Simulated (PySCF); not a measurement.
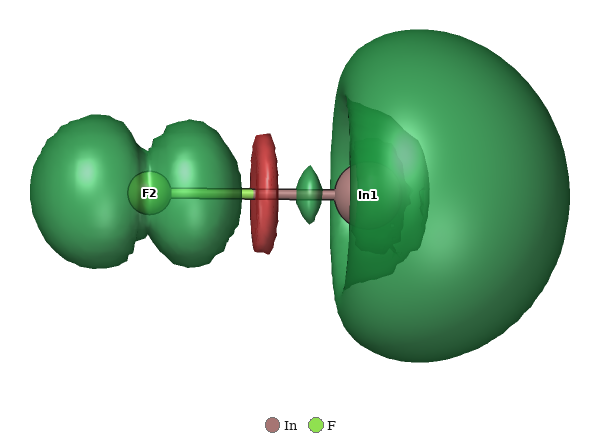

*InF (charge +1, doublet). Isosurfaces of the spin density (α minus β) at +0.02 (green) and −0.02 e/Å³ (red), seen from one side.*

Core potentials replace the inner electrons of In.

All numbers below come from PBE0/cc-pVDZ(-PP), non-relativistic Hamiltonian with scalar-relativistic core potentials where named, at a bond length of 1.972 Å (PySCF 2.14.0).

### Describe the spin distribution.

The unpaired spin (1 electron) lies mostly on In1 (about 0.7) and F2 (about 0.3), in electrons by Hirshfeld's partition.
